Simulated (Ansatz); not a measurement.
The structure in question:

```xyz
8
Lattice="5.4423 0.0000 0.0000 0.0000 5.4423 0.0000 0.0000 0.0000 5.4423" Properties=species:S:1:pos:R:3 pbc="T T T"
Zn    0.0000    0.0000    0.0000
S     1.3606    1.3606    4.0817
Zn    0.0000    2.7212    2.7212
S     1.3606    4.0817    1.3606
Zn    2.7212    0.0000    2.7212
S     4.0817    1.3606    1.3606
Zn    2.7212    2.7212    0.0000
S     4.0817    4.0817    4.0817
```

**What crystal do these data define?**

Formula: ZnS. The structure has F-43m (No. 216) symmetry and a face-centred cubic lattice. It belongs to the family called zinc blende (sphalerite type). In the cell are 4 Zn, 4 S, which makes 4 formula units. The polyhedra are ZnS4 tetrahedra; they share corners. Each Zn has four S in a tetrahedral arrangement at 2.36 Å. The coordination shell of S holds four Zn in a tetrahedral arrangement at 2.36 Å. The bonds build a three-dimensional framework.

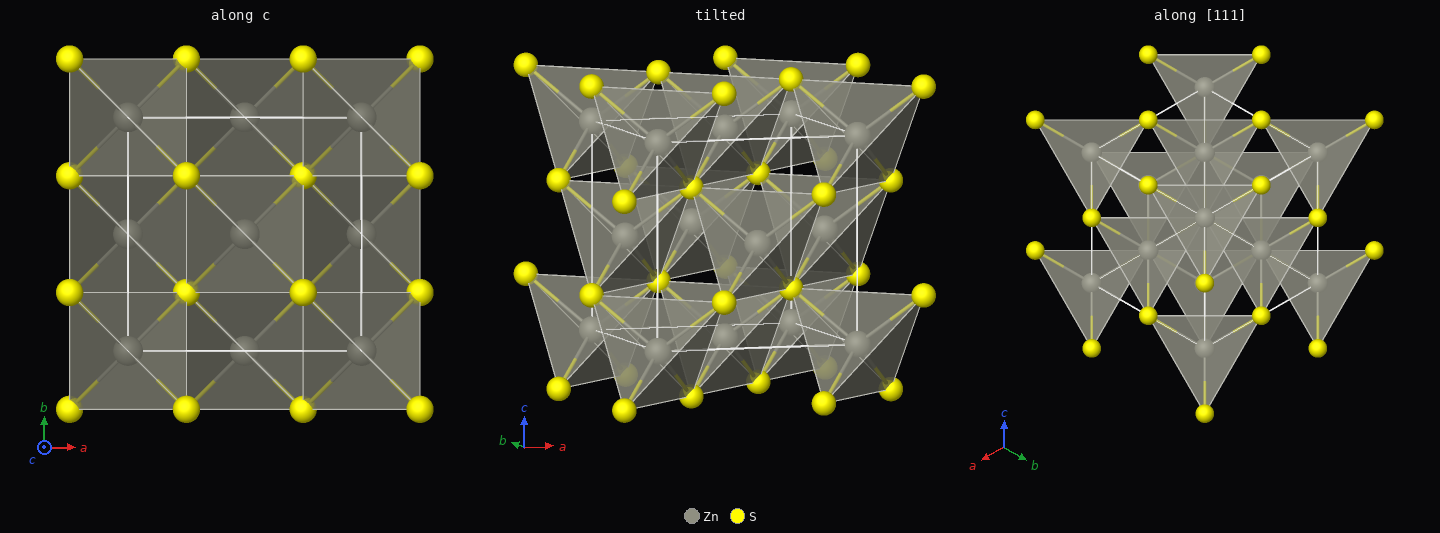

View along the c axis, slightly off an axis and along [111], drawn as a polyhedral model. The frame is the conventional unit cell; atoms at its boundary are shown with their periodic copies. Some atoms of the next cells are drawn as well.

The cell started as a structure listed in the Materials Project. What is shown is the relaxed result from DFT PBE, scalar-relativistic, plane waves, PAW in Ansatz 0.2.0.
